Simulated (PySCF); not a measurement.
```yaml
atoms:
  - { symbol: C, position_ang: [-0.4167, 1.5302, 0.3838] }
  - { symbol: P, position_ang: [-0.2080, -0.2060, 0.9982] }
  - { symbol: C, position_ang: [1.5110, -0.4930, 0.3676] }
  - { symbol: C, position_ang: [-1.1261, -1.0677, -0.3620] }
  - { symbol: H, position_ang: [-0.1435, 1.6152, -0.6671] }
  - { symbol: H, position_ang: [0.2100, 2.1939, 0.9759] }
  - { symbol: H, position_ang: [-1.4543, 1.8307, 0.5134] }
  - { symbol: H, position_ang: [1.6019, -0.2135, -0.6812] }
  - { symbol: H, position_ang: [1.7621, -1.5452, 0.4851] }
  - { symbol: H, position_ang: [2.2089, 0.0950, 0.9602] }
  - { symbol: H, position_ang: [-0.7878, -0.7354, -1.3426] }
  - { symbol: H, position_ang: [-0.9725, -2.1409, -0.2706] }
  - { symbol: H, position_ang: [-2.1894, -0.8629, -0.2570] }
```

Geometry: GFN2-xTB.

Computed with PBE0/pcSseg-1, SCF density, gas phase, non-relativistic (PySCF 2.14.0).

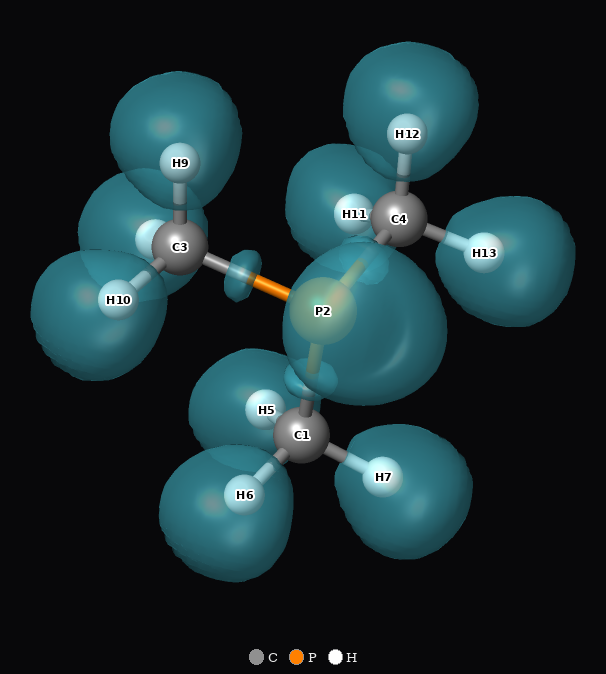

C₃H₉P (SMILES CP(C)C). Isosurface of the electron localisation function at 0.9 (cyan), seen at a tilt. Only the valence region is drawn (cores and ρ < 0.01 e/Å³ removed).

### Describe the localisation domains.

At this value the surface marks out three regions between bonded C–P atoms (shared pairs), nine regions around hydrogen nuclei and one lobe on P, pointing away from the bonds (lone pairs). Along the contacts the grid gives the following. C–P (1.85 Å): the ELF peaks at about 0.95 between the atoms: a shared electron pair. C–H (1.09 Å): the ELF climbs to about 1 towards the hydrogen, as it does in any bond to H (an ordinary covalent bond to hydrogen).
